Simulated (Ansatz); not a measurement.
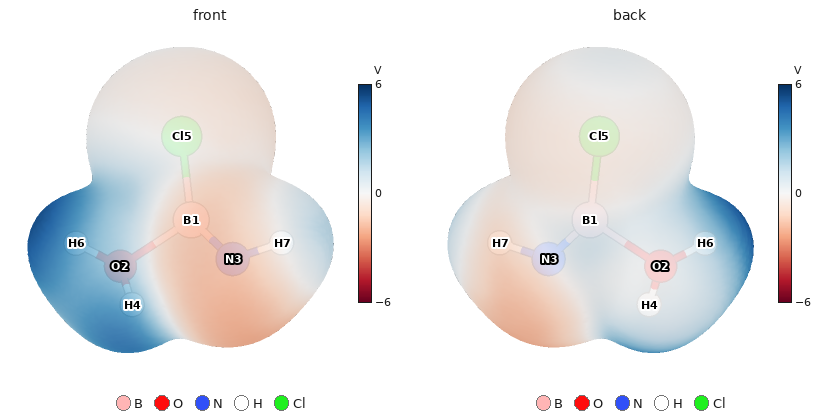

Figure. BClH$_{3}$NO. The molecular electrostatic potential painted on the density surface at 0.004 e/bohr³, seen from the front and from behind; red is negative and blue positive.

The product side of a reaction path; geometry: PBE0-D4/def2-TZVP.

Theory: Ansatz 0.2.0, RKS PBE0-D4/def2-TZVPP.

Input

```
crystal:
  periodic: [false, false, false]
  atoms:
    - {symbol: B, position_ang: [-0.321883, 0.129721, -0.366882]}
    - {symbol: O, position_ang: [0.546057, 0.533982, 0.924661]}
    - {symbol: N, position_ang: [-0.609541, -1.144420, -0.247723]}
    - {symbol: H, position_ang: [0.648230, -0.379990, 1.261771]}
    - {symbol: Cl, position_ang: [-0.483859, 1.559817, -1.393440]}
    - {symbol: H, position_ang: [1.405936, 0.933158, 0.735898]}
    - {symbol: H, position_ang: [-1.184940, -1.632368, -0.914384]}
basis:
  gaussian: {orbitals: def2-TZVPP}
hamiltonian: {xc: pbe0, dispersion: d4}
output: {orbitals: {seedname: orbitals}}
```

Launched as:

```sh
ansatz run in.yaml --threads 2 --pin off --events-out ev --progress --plain --max-ram 4352MiB
```

Where is the surface potential most negative and most positive?

The most negative region (about −2.1 V) lies over N3, the most positive (about +5.1 V) over H6. Cl5 shows a σ-hole: about +0.3 V at the tip opposite its bond, against about −0.4 V on its flanks. N3 is the likeliest acceptor of a hydrogen bond.
